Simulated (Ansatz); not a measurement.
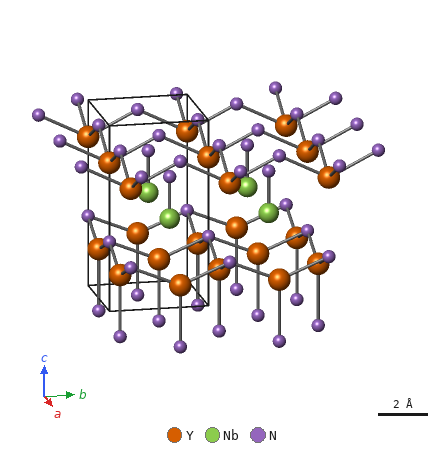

This is the input geometry for a relaxation of crystalline Y3NbN4 (a generated structure, set up in P4mm) (coarse preliminary run). The picture is a ball-and-stick view of the cell of the calculation, repeated 2 × 2 × 1 with one cell outlined, seen slightly off an axis.

Method: DFT PBE, scalar-relativistic, plane waves, PAW (Ansatz).

Input file:
```yaml
crystal:
  lattice:
    - [4.16353324, 0.0, 0.0]
    - [0.0, 4.16353324, 0.0]
    - [0.0, 0.0, 7.89558487]
  atoms:
    - { symbol: "Y", position: [0.0, 0.5, 0.26581636] }
    - { symbol: "Y", position: [0.5, 0.0, 0.26581636] }
    - { symbol: "Y", position: [0.0, 0.0, 0.80161836] }
    - { symbol: Nb, position: [0.5, 0.5, 0.55556858] }
    - { symbol: "N", position: [0.0, 0.5, 0.93369196] }
    - { symbol: "N", position: [0.5, 0.0, 0.93369196] }
    - { symbol: "N", position: [0.0, 0.0, 0.37458024] }
    - { symbol: "N", position: [0.5, 0.5, 0.78166088] }
basis:
  ecutwfc: 420
kpoints:
  mp_grid: { grid: [4, 4, 2] }
hamiltonian:
  xc: pbe
scf:
  occupations: { method: gaussian, width: 0.1 }
  lower_state_search: "off"
output:
  forces: true
  stress: true
  eigenvalues: true
relax:
  adjacent_minimum: "off"
  f_tol: 0.04
  max_steps: 70
  cell: { stress_tol: 0.4 }
```

Launched with:
```bash
ansatz run input.yaml --threads 1 --pin off --max-ram 2560MiB --backend cpu --events-out ev --progress --plain --runs-dir out
```

### What does the optimiser find from here?

Y3 moves most relative to the cell: 1.55 Å along +c. By element the largest moves are Y 1.55 Å, N 1.23 Å, Nb 0.36 Å. The volume changes by +49.5 %, with a = b 4.164 → 4.613 Å (+10.8 %), c 7.896 → 9.615 Å (+21.8 %). Near-neighbour distances that change, for instance: Y3–Nb4 3.527 → 5.379 Å, Y3–N7 4.524 → 2.726 Å, Y1–Y3 4.215 → 3.465 Å, Y1–N5 2.622 → 2.100 Å. New bonds form, among them: Y3–N7 (4.52 → 2.73 Å). Among the angles between lasting bonds that change: N7–Y1–N7 135.2° → 173.0°, Y1–N7–Y1 135.2° → 173.0°, Y3–N5–Y3 126.8° → 156.2°. The space group stays P4mm (No. 99). The energy falls by 3.113 eV per cell of the calculation in 17 accepted moves (20 points after the start). Largest force component: 2.1 eV/Å at the start, 0.0061 eV/Å at the end. The pressure goes from 3.36 to 0.25 GPa. The line search rejected the trial step at point 17 of the run. At 2 points the geometry stayed and the basis and grid were re-selected for the new cell (energy shift of 0.190 eV per cell of the calculation at most each time). Cost: 78 s on 1 thread of AMD EPYC 9R14 (Zen 4), with other jobs on the host, peak memory 0.5 GiB.

Final geometry:

```
CELL_PARAMETERS angstrom
4.61334 0.00000 0.00000
0.00000 4.61334 0.00000
0.00000 0.00000 9.61519
ATOMIC_POSITIONS crystal
Y 0.00000 0.50000 0.23221
Y 0.50000 0.00000 0.23221
Y 0.00000 0.00000 0.96328
Nb 0.50000 0.50000 0.51849
N 0.00000 0.50000 0.01385
N 0.50000 0.00000 0.01385
N 0.00000 0.00000 0.24683
N 0.50000 0.50000 0.69172
```

After the run, drawn alike:

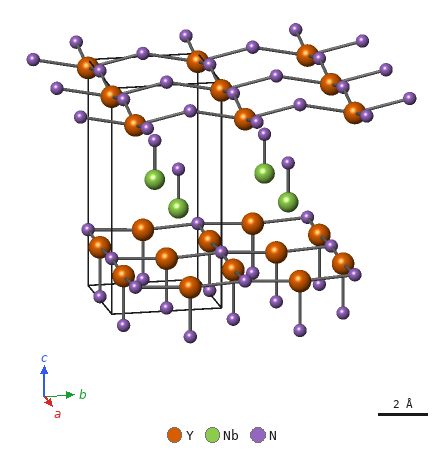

Limits of the set-up: the k-point mesh is coarse for a cell with partly filled bands; layers or molecules are held without a dispersion correction, so their spacing is unreliable.
